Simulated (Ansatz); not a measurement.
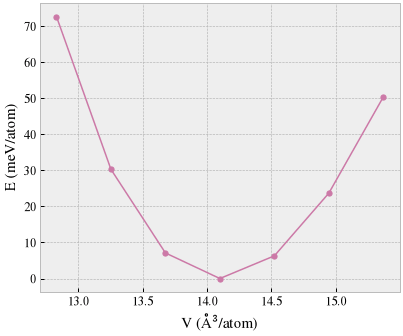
Fig. 1. AlPd₃N (anti-perovskite, Pm-3m) under volume change, PBE (plane waves, PAW; program Ansatz), scaled uniformly.

Task: What does a third-order Birch–Murnaghan fit give for V₀, B₀ and B′?

Result: V₀ = 14.10 Å³/atom, B₀ = 168 GPa, B′ = 5.1.

The start of the workflow was typed in or built on a structure type; neither database checked (COD, Materials Project) lists it. Whether it is the stable phase at ambient conditions was not checked. Symmetry was held in the PBE relaxation; its stability against distortions is not shown here. The run is not spin-polarised. The volume moved by 19 % from the start of the relaxation.

Potentials: the earlier of the program's two PAW sets.
